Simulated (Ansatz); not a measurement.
**B2H4N: ladder of basis sets in Python**

The task is a ladder of basis sets, for B2H4N.

All numbers are computed with Ansatz 0.2.0 through its Python package. The levels of theory stand in the script.

### 1 The structure

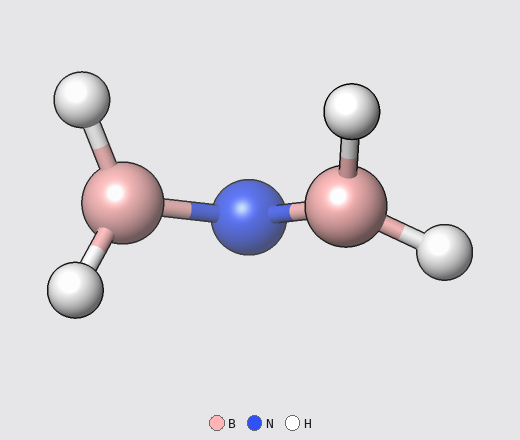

The starting structure, viewed from a chosen angle; boron pink, nitrogen blue, hydrogen white.

No structure file is read: the coordinates are typed or built in the script.

### 2 The script

The input, b2h4n_basis.py:

```python
"""How the energy of B2H4N converges with the basis."""

import ansatz as az

SETTINGS = {
    "functional": "b3lyp",
    "dispersion": "d3bj",
}

GEOMETRY = """
B    -0.86220    0.04420   -0.73440
N    -0.42470   -0.79550    0.39450
B     0.92930   -0.30540    0.79360
H    -1.62560   -0.34660   -1.50650
H    -0.93640    1.25680   -0.62270
H     1.05700    0.67520    1.48030
H     1.92390   -0.59660    0.14950
"""

mol = az.Crystal.molecule()
for line in GEOMETRY.strip().splitlines():
    symbol, *xyz = line.split()
    mol = mol.atom(symbol, [float(v) for v in xyz])

base = (
    mol.calculation()
    .functional(SETTINGS["functional"], dispersion=SETTINGS["dispersion"])
    .spin("collinear", total=1)
)

energies = {}
for basis in ["cc-pVDZ", "cc-pVTZ"]:
    report = base.basis(gaussian=basis).run().report
    size = report["n_frozen"] + report["n_occupied"][0] + report["n_virtual"][0]
    energies[basis] = (report["reference_energy_ev"] / 27.211386246, report["free_energy_ev"] / 27.211386246)
    print(f"{basis:14s} {size:4d} orbitals  reference {energies[basis][0]:14.6f} Ha  total {energies[basis][1]:14.6f} Ha")

last = energies["cc-pVTZ"][1]
for basis, (_, total) in energies.items():
    print(f"{basis:14s} lies {27.211386 * (total - last):9.4f} eV above cc-pVTZ")
```

### 3 The calls as engine input

The engine receives this input (first run):

```yaml
crystal:
  periodic: [false, false, false]
  atoms:
    - { symbol: B, position_ang: [-0.8622, 0.0442, -0.7344] }
    - { symbol: "N", position_ang: [-0.4247, -0.7955, 0.3945] }
    - { symbol: B, position_ang: [0.9293, -0.3054, 0.7936] }
    - { symbol: H, position_ang: [-1.6256, -0.3466, -1.5065] }
    - { symbol: H, position_ang: [-0.9364, 1.2568, -0.6227] }
    - { symbol: H, position_ang: [1.057, 0.6752, 1.4803] }
    - { symbol: H, position_ang: [1.9239, -0.5966, 0.1495] }
basis:
  gaussian:
    orbitals: cc-pVDZ
hamiltonian:
  xc: b3lyp
  dispersion: d3bj
magnetization:
  spin_polarized: true
  initial_magnetization: 1.0
```

### 4 Launch

The run is started by

```console
python b2h4n_basis.py
```

Standard output:

```text
cc-pVDZ          62 orbitals  reference    -106.801952 Ha  total    -106.807813 Ha
cc-pVTZ         146 orbitals  reference    -106.839202 Ha  total    -106.845063 Ha
cc-pVDZ        lies    1.0136 eV above cc-pVTZ
cc-pVTZ        lies    0.0000 eV above cc-pVTZ
```

It took 3.1 s on 1 thread of Intel Xeon Platinum 8559C (Emerald Rapids), shared host; peak memory 0.32 GiB.

### 5 Inputs of later runs

The engine's inputs for the other runs:

Run 2, against run 1:

```diff
@@ -13 +13 @@
-    orbitals: cc-pVDZ
+    orbitals: cc-pVTZ
```

### 6 The runs side by side

One row for each of the 2 runs:

```csv
run,basis,energy (eV),<S²>,SCF cycles,CPU time (s)
1,cc-pVDZ,-2906.3887,0.76,17,0.76
2,cc-pVTZ,-2907.4023,0.76,20,2
```

### 7 Summary of results

```
     quantity  value
runs compared      2
```

Against cc-pVDZ: cc-pVTZ -37.3 mHa. The last step alone is -37.25 mHa. From the first set to the last the time grows from 0.8 to 2.0 s. What to keep in mind:
- The drop along the ladder measures the basis error, and is no property of the molecule.
- The geometry is a force-field or estimated start, not a minimum of this method, and the last set is no limit. Much of the fall in a total is atomic energy, which cancels in bond and reaction energies.
- The species is open-shell (spin multiplicity 2).
- Total less reference energy is the dispersion correction.
- b3lyp holds the VWN-RPA fit, as in Gaussian; the form of ORCA and Turbomole is b3lyp5.
